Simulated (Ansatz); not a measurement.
**UCCSDTQ/STO-3G run of N2H3 (hydrazinyl radical)**

Aim: the energy change on altering one bond length of N2H3 (hydrazinyl radical) at UCCSDTQ/STO-3G, from 2 runs. 

Program for the calculation: Ansatz 0.2.0.

30 further runs of the same task are left out: 30 set aside as unsound or not needed.

### 1 The system as given

N2H3 has 5 atoms, charge 0, and is taken as a doublet. As SMILES, `[NH]N`. Geometry: relaxed at PBE0-D4/def2-TZVP. This is one conformer, not always the lowest.

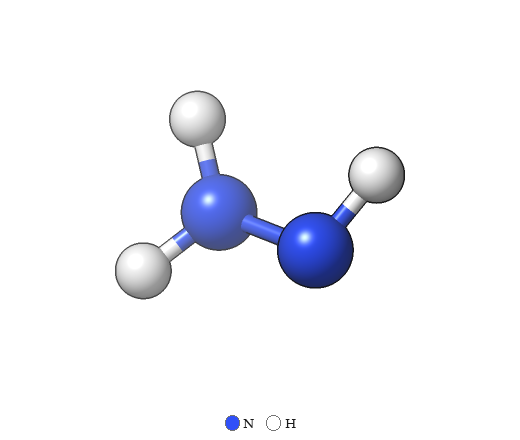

Viewed from a chosen angle; nitrogen blue, hydrogen white.

### 2 The energy at UCCSDTQ/STO-3G

Contents of in.yaml:

```yaml
crystal:
  periodic: [false, false, false]
  atoms:
    - {symbol: "N", position_ang: [-0.187600, -0.818050, 0.454040]}
    - {symbol: N, position_ang: [-0.128660, 0.235610, -0.368450]}
    - {symbol: H, position_ang: [0.759840, -0.951450, 0.811270]}
    - {symbol: H, position_ang: [-1.030950, 0.592300, -0.640030]}
    - {symbol: H, position_ang: [0.587360, 0.941580, -0.256830]}
basis:
  gaussian:
    orbitals: STO-3G
magnetization:
  spin_polarized: true
  initial_magnetization: 1
scf:
  omitted_lower_state_checks: [cluster_reference, increment]
correlation:
  method: ccsdtq
  frozen_orbitals: {H: 0, "N": 1}
accuracy: high
```

Started as:

```bash
ansatz run in.yaml --threads 1 --pin off --max-ram 3480MiB --events-out events.jsonl --progress --plain --runs-dir runs
```

What it wrote, cut to the lines that bear on the results:

```text
Warning: RAYON_NUM_THREADS=1 ignored (pool sized by the plan → 1); use --threads N
Functional definition: HF
  name "HF"
[...]
209 factors; integrals over basis functions are off by at most 1.2e-8 eV
[...]
mean field -2969.97246222 eV, -109.1444748671 hartree, gradient 1.9e-8 eV, S^2 0.755256; 0 other end points of the search recorded, 0 dependent functions left out
2 core orbitals not correlated: weight in the atoms' cores, before any rotation towards them, 1.000 or more for the frozen orbitals, at most 0.000 for the correlated occupied ones
reference -2969.97246222 eV, -109.1444748671 hartree; 7, 6 occupied and 4, 5 virtual orbitals, 209 factors
second order -2.08232562 eV of doubles, -0.00000000 eV of singles
cycle   1  -2.55302364 eV  change   -4.7e-1 eV  update   5.8e-2
[...]
cycle  25  -2.87670411 eV  change  -1.5e-10 eV  update   1.1e-9
Total energy: -2972.84916633 eV, -109.2501917931 hartree
Checks for a lower state left out: cluster_reference, increment
```

Wall time 29 s (1 thread of Arm Neoverse V1, shared host); peak memory 0.25 GiB.

### 3 The distorted shape at the same level

Contents of in.yaml:

```yaml
crystal:
  periodic: [false, false, false]
  atoms:
    - {symbol: N, position_ang: [-0.424438, -0.784703, 0.364741]}
    - {symbol: N, position_ang: [-0.365498, 0.268957, -0.457749]}
    - {symbol: H, position_ang: [0.759840, -0.951450, 0.811270]}
    - {symbol: H, position_ang: [-1.267788, 0.625647, -0.729329]}
    - {symbol: H, position_ang: [0.350522, 0.974927, -0.346129]}
basis:
  gaussian: {orbitals: STO-3G}
correlation: {method: ccsdtq, frozen_orbitals: {H: 0, "N": 1}}
accuracy: high
scf: {omitted_lower_state_checks: [cluster_reference, increment]}
magnetization: {spin_polarized: true, initial_magnetization: 1}
```

Started as:

```bash
ansatz run in.yaml --threads 1 --pin off --max-ram 3480MiB --events-out events.jsonl --progress --plain --runs-dir runs
```

What it wrote, cut to the lines that bear on the results:

```text
Warning: RAYON_NUM_THREADS=1 ignored (pool sized by the plan → 1); use --threads N
[... 2 set-up lines as earlier in the session ...]
[...]
209 factors; integrals over basis functions are off by at most 1.4e-8 eV
[...]
mean field -2969.15765454 eV, -109.1145312371 hartree, gradient 2.8e-8 eV, S^2 0.776114; 0 other end points of the search recorded, 0 dependent functions left out
2 core orbitals not correlated: weight in the atoms' cores, before any rotation towards them, 1.000 or more for the frozen orbitals, at most 0.000 for the correlated occupied ones
reference -2969.15765454 eV, -109.1145312371 hartree; 7, 6 occupied and 4, 5 virtual orbitals, 209 factors
second order -2.31629416 eV of doubles, -0.00000000 eV of singles
cycle   1  -2.87590219 eV  change   -5.6e-1 eV  update   6.9e-2
[...]
cycle  28  -3.31822915 eV  change   3.8e-10 eV  update   1.1e-9
Total energy: -2972.47588369 eV, -109.2364739093 hartree
Checks for a lower state left out: cluster_reference, increment
```

Run time: 29 s. Hardware: 1 thread of Arm Neoverse V1, shared host; peak memory 0.25 GiB.

### 4 Results

Level: UCCSDTQ/STO-3G, 2 core orbitals frozen.

```
                                                         quantity          value
                                        first shape: total energy  -109.25019 Eh
         first shape: correlation energy (2 core orbitals frozen)     -105.7 mEh
                   first shape: ⟨S²⟩ of the reference determinant          0.755
                                       first shape: T1 diagnostic          0.018
                                    distorted shape: total energy  -109.23647 Eh
     distorted shape: correlation energy (2 core orbitals frozen)     -121.9 mEh
               distorted shape: ⟨S²⟩ of the reference determinant          0.776
                                   distorted shape: T1 diagnostic          0.021
energy change with the N1–H3 bond stretched from 1.021 to 1.277 Å       0.373 eV
```

**Reading.** With the N1–H3 bond stretched from 1.021 to 1.277 Å the energy rises by 0.37 eV (36.0 kJ/mol). The first shape isn't relaxed at this level, so the change isn't measured from a minimum. The minimal basis adds a large error of its own.
